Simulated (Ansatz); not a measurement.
# OSi···AsH$_{2}$ (charge −1): what the fields show

Input file:

```
crystal:
  periodic: [false, false, false]
  atoms:
    - {symbol: O, position_ang: [-0.415833, -1.794938, 1.479704]}
    - {symbol: Si, position_ang: [0.391159, -0.470765, 1.471360]}
    - {symbol: As, position_ang: [0.416697, 0.173847, -1.064660]}
    - {symbol: H, position_ang: [-1.089137, 0.424722, -1.015619]}
    - {symbol: H, position_ang: [0.726136, 1.825695, -0.844054]}
basis:
  gaussian: {orbitals: "def2-TZVPPD.json"}
total_charge: -1
hamiltonian: {xc: pbe0, dispersion: d4}
output: {forces: true, orbitals: {seedname: orbitals}}
```

Command:

```sh
ansatz run in.yaml --threads 2 --pin off --events-out ev --progress --plain --max-ram 4352MiB
```

A point of a scan, not a minimum; geometry: constrained relaxation at PBE0-D4/def2-TZVPD; not at a stationary point (largest force 1.9 eV/Å).

The calculation used RKS PBE0-D4/def2-TZVPPD in Ansatz 0.2.0.

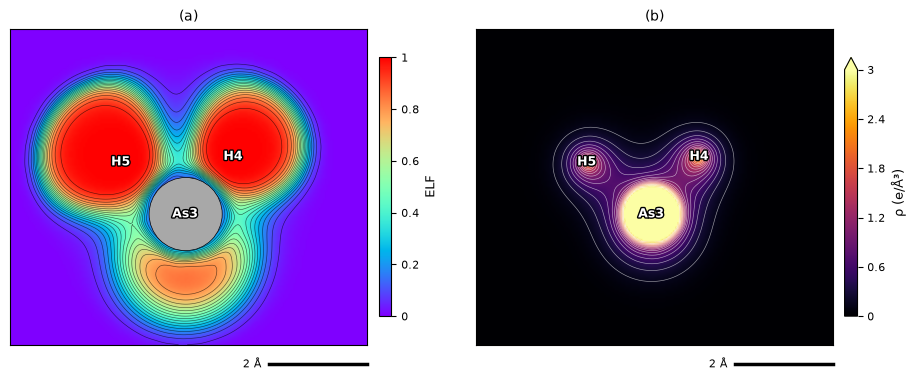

Figure 1. (a) electron localisation function; (b) total electron density on the plane of atoms H4, As3 and H5. Grey discs cover the atomic cores in the ELF map.

Q: Describe what can be read from this map.

A:
- The plane passes through As and H nuclei.
- As–H (1.53 Å): the density is about 1.1 e/Å³ at the midpoint; the ELF climbs to about 1 towards the hydrogen, as it does in any bond to H.
- The ELF also peaks beside As3, away from the bonds: lone-pair regions.

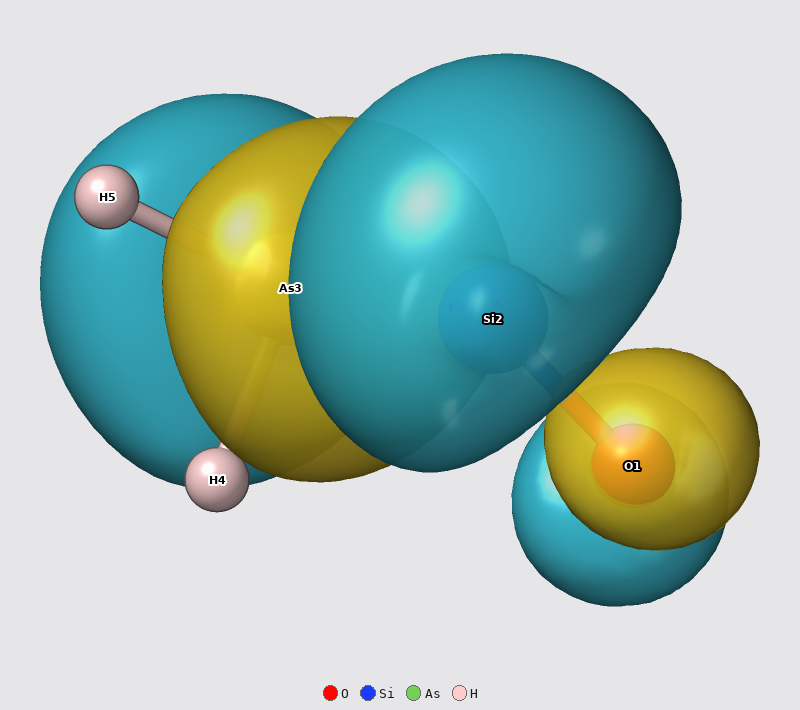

Figure 2. The HOMO at ±0.08 Å⁻³ᐟ² (yellow and cyan are the two phases), seen at a tilt.

Q: Describe this orbital and give its energy.

A: By Hirshfeld shares it lies mainly on As3 (about 45 %), Si2 (about 40 %) and O1 (about 15 %). Its energy is −0.56 eV.
